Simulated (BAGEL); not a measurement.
**Si3H8 (trisilane) at HF/6-31G(d) (density fitting with cc-pvqz-jkfit, spherical functions)**

What is the vertical singlet–triplet gap of Si3H8 (trisilane) at HF/6-31G* (density fitting with cc-pvqz-jkfit, spherical functions)? 

The calculation is run with BAGEL 1.2.2.

1 further run of the same task is left out (set aside as unsound or not needed).

### Step 1. The structure to begin with

Si3H8: 11 atoms, total charge 0, spin state singlet. As SMILES, `[SiH3][SiH2][SiH3]`. The coordinates come from a PBE0-D4/def2-TZVP relaxation.

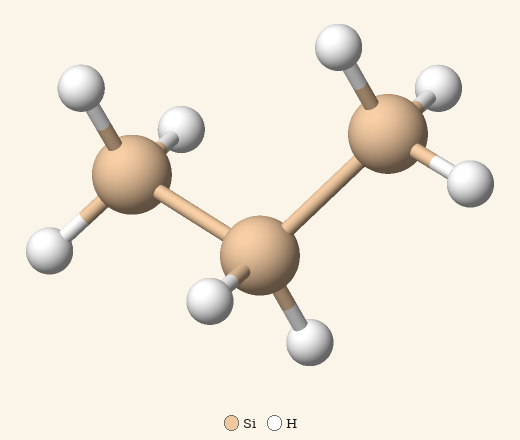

Viewed from a chosen angle; silicon light orange, hydrogen white.

### Step 2. A single-point energy at HF/6-31G(d) (density fitting with cc-pvqz-jkfit, spherical functions)

Contents of job.json:

```json
{ "bagel": [

{
  "title": "molecule",
  "basis": "6-31gs.json",
  "df_basis": "cc-pvqz-jkfit",
  "angstrom": true,
  "geometry": [
    { "atom": "Si", "xyz": [   -1.292570,    1.366730,   -0.525270 ] },
    { "atom": "Si", "xyz": [   -0.462570,   -0.807300,   -0.296320 ] },
    { "atom": "Si", "xyz": [    1.631930,   -0.774400,    0.742750 ] },
    { "atom": "H", "xyz": [   -2.625850,    1.367720,   -1.185120 ] },
    { "atom": "H", "xyz": [   -0.354030,    2.180440,   -1.344070 ] },
    { "atom": "H", "xyz": [   -1.422540,    2.000090,    0.814640 ] },
    { "atom": "H", "xyz": [   -0.343400,   -1.440160,   -1.640160 ] },
    { "atom": "H", "xyz": [   -1.410380,   -1.620800,    0.516390 ] },
    { "atom": "H", "xyz": [    1.515950,   -0.154940,    2.090430 ] },
    { "atom": "H", "xyz": [    2.583820,    0.031780,   -0.068050 ] },
    { "atom": "H", "xyz": [    2.179610,   -2.149160,    0.894770 ] }
  ]
},
{
  "title": "hf"
},
{
  "title": "print",
  "file": "orbitals.molden",
  "orbitals": true
}

]}
```

The basis set 6-31G* is read from a file made from the Basis Set Exchange's data (not shown).

Started as:

```bash
BAGEL_NUM_THREADS=1 BAGEL job.json > job.out
```

Log:

```text
* using 1 threads per process

  ===============================================================
  ===============================================================

  *** Geometry ***

  { "atom" : "Si", "xyz" : [     -2.442603,      2.582745,     -0.992616 ] },
  { "atom" : "Si", "xyz" : [     -0.874131,     -1.525576,     -0.559964 ] },
  { "atom" : "Si", "xyz" : [      3.083901,     -1.463404,      1.403594 ] },
  { "atom" : "H", "xyz" : [     -4.962137,      2.584616,     -2.239552 ] },
  { "atom" : "H", "xyz" : [     -0.669020,      4.120434,     -2.539924 ] },
  { "atom" : "H", "xyz" : [     -2.688211,      3.779622,      1.539446 ] },
  { "atom" : "H", "xyz" : [     -0.648932,     -2.721508,     -3.099453 ] },
  { "atom" : "H", "xyz" : [     -2.665232,     -3.062868,      0.975836 ] },
  { "atom" : "H", "xyz" : [      2.864730,     -0.292794,      3.950340 ] },
  { "atom" : "H", "xyz" : [      4.882712,      0.060055,     -0.128596 ] },
  { "atom" : "H", "xyz" : [      4.118866,     -4.061324,      1.690870 ] },

  Number of auxiliary basis functions:      852

  Since a DF basis is specified, we compute 2- and 3-index integrals:
    o Being stored without compression. Storage requirement is 0.033 GB

  Number of basis functions:       70
  Number of electrons      :       50

    * METHOD: MOLECULE                             0.81

  *** RHF ***

  === Nuclear Repulsion ===
   193.1178371177

      * DIIS with orbital gradients will be used.

  === RHF iteration (6-31gs.json) ===
      0       -871.32170613          0.00880514           0.16
      1       -871.37708514          0.00268264           0.15
      2       -871.38222695          0.00054773           0.15
      3       -871.38244706          0.00009738           0.15
      4       -871.38245750          0.00001364           0.15
      5       -871.38245776          0.00000279           0.15
      6       -871.38245777          0.00000063           0.15
      7       -871.38245777          0.00000015           0.15
      8       -871.38245777          0.00000003           0.15
      9       -871.38245777          0.00000001           0.15
    * SCF iteration converged.

    * Permanent dipole moment:
           (    0.019011,     0.033138,     0.012114) a.u.

    * METHOD: HF                                   1.79

    * METHOD: PRINT                                0.01

  ===============================================================
```

It took 2.8 s on 1 thread of Arm Neoverse V2, shared host; peak memory 0.15 GiB.

### Step 3. The triplet at the same level

Contents of calc.json:

```json
{ "bagel" : [

{
  "title" : "molecule",
  "basis" : "6-31gs.json",
  "df_basis" : "cc-pvqz-jkfit",
  "angstrom" : true,
  "geometry" : [
    { "atom" : "Si", "xyz" : [      -1.292570,       1.366730,      -0.525270 ] },
    { "atom" : "Si", "xyz" : [      -0.462570,      -0.807300,      -0.296320 ] },
    { "atom" : "Si", "xyz" : [       1.631930,      -0.774400,       0.742750 ] },
    { "atom" : "H", "xyz" : [      -2.625850,       1.367720,      -1.185120 ] },
    { "atom" : "H", "xyz" : [      -0.354030,       2.180440,      -1.344070 ] },
    { "atom" : "H", "xyz" : [      -1.422540,       2.000090,       0.814640 ] },
    { "atom" : "H", "xyz" : [      -0.343400,      -1.440160,      -1.640160 ] },
    { "atom" : "H", "xyz" : [      -1.410380,      -1.620800,       0.516390 ] },
    { "atom" : "H", "xyz" : [       1.515950,      -0.154940,       2.090430 ] },
    { "atom" : "H", "xyz" : [       2.583820,       0.031780,      -0.068050 ] },
    { "atom" : "H", "xyz" : [       2.179610,      -2.149160,       0.894770 ] }
  ]
},

{ "title" : "uhf", "nopen" : 2 },

{ "title" : "print", "file" : "orbitals.molden", "orbitals" : true }

]}
```

The basis set 6-31G* is read from a file made from the Basis Set Exchange's data (not shown).

Started as:

```bash
BAGEL_NUM_THREADS=1 BAGEL calc.json > calc.out
```

Log:

```text
* using 1 threads per process

  ===============================================================
  ===============================================================

  *** Geometry ***

  { "atom" : "Si", "xyz" : [     -2.442603,      2.582745,     -0.992616 ] },
  { "atom" : "Si", "xyz" : [     -0.874131,     -1.525576,     -0.559964 ] },
  { "atom" : "Si", "xyz" : [      3.083901,     -1.463404,      1.403594 ] },
  { "atom" : "H", "xyz" : [     -4.962137,      2.584616,     -2.239552 ] },
  { "atom" : "H", "xyz" : [     -0.669020,      4.120434,     -2.539924 ] },
  { "atom" : "H", "xyz" : [     -2.688211,      3.779622,      1.539446 ] },
  { "atom" : "H", "xyz" : [     -0.648932,     -2.721508,     -3.099453 ] },
  { "atom" : "H", "xyz" : [     -2.665232,     -3.062868,      0.975836 ] },
  { "atom" : "H", "xyz" : [      2.864730,     -0.292794,      3.950340 ] },
  { "atom" : "H", "xyz" : [      4.882712,      0.060055,     -0.128596 ] },
  { "atom" : "H", "xyz" : [      4.118866,     -4.061324,      1.690870 ] },

  Number of auxiliary basis functions:      852

  Since a DF basis is specified, we compute 2- and 3-index integrals:
    o Being stored without compression. Storage requirement is 0.033 GB

  Number of basis functions:       70
  Number of electrons      :       50

    * METHOD: MOLECULE                             0.80

  *** Open-shell HF ***

  === Nuclear Repulsion ===
   193.1178371177

      * DIIS with orbital gradients will be used.

  === UHF iteration (6-31gs.json) ===
      0       -871.05392404          0.01707012           0.31
      1       -871.12233095          0.00619593           0.30
      2       -871.13156121          0.00185615           0.30
      3       -871.13410026          0.00097507           0.30
      4       -871.13526137          0.00042061           0.30
      5       -871.13612174          0.00018233           0.30
      6       -871.13639612          0.00010954           0.30
      7       -871.13651377          0.00005802           0.30
      8       -871.13654250          0.00001693           0.30
      9       -871.13654417          0.00000645           0.30
     10       -871.13654442          0.00000190           0.30
     11       -871.13654444          0.00000080           0.30
     12       -871.13654444          0.00000039           0.30
     13       -871.13654444          0.00000024           0.30
     14       -871.13654444          0.00000017           0.30
     15       -871.13654444          0.00000013           0.30
     16       -871.13654444          0.00000012           0.30
     17       -871.13654444          0.00000008           0.30
     18       -871.13654444          0.00000004           0.30
     19       -871.13654444          0.00000003           0.30
     20       -871.13654444          0.00000003           0.30
     21       -871.13654444          0.00000003           0.30
     22       -871.13654444          0.00000003           0.30
     23       -871.13654444          0.00000003           0.30
     24       -871.13654444          0.00000003           0.30
     25       -871.13654444          0.00000003           0.30
     26       -871.13654444          0.00000002           0.29
     27       -871.13654444          0.00000002           0.30
     28       -871.13654444          0.00000001           0.30
     29       -871.13654444          0.00000001           0.30
    * SCF iteration converged.

    * S^2 (UHF) is 2.0128

    * Permanent dipole moment:
           (   -0.000038,    -0.000516,     0.000182) a.u.

    * METHOD: UHF                                  9.32

    * METHOD: PRINT                                0.01

  ===============================================================
```

Run time: 11 s. Hardware: 1 thread of Arm Neoverse V2, shared host; peak memory 0.15 GiB.

### Step 4. Results

Level: HF/6-31G* (density fitting with cc-pvqz-jkfit, spherical functions).

| quantity | value |
| --- | --- |
| singlet: total energy | -871.38246 Eh |
| singlet: dipole moment | 0.10 D |
| singlet: HOMO energy | -10.47 eV |
| singlet: LUMO energy | 3.27 eV |
| singlet: HOMO–LUMO gap | 13.74 eV |
| triplet: total energy | -871.13654 Eh |
| triplet: dipole moment | 0.00 D |
| triplet: ⟨S²⟩ | 2.013 |
| vertical energy of the triplet above the singlet | 6.692 eV |

**Reading.** At this shape the triplet lies 6.69 eV (646 kJ/mol) above the singlet.
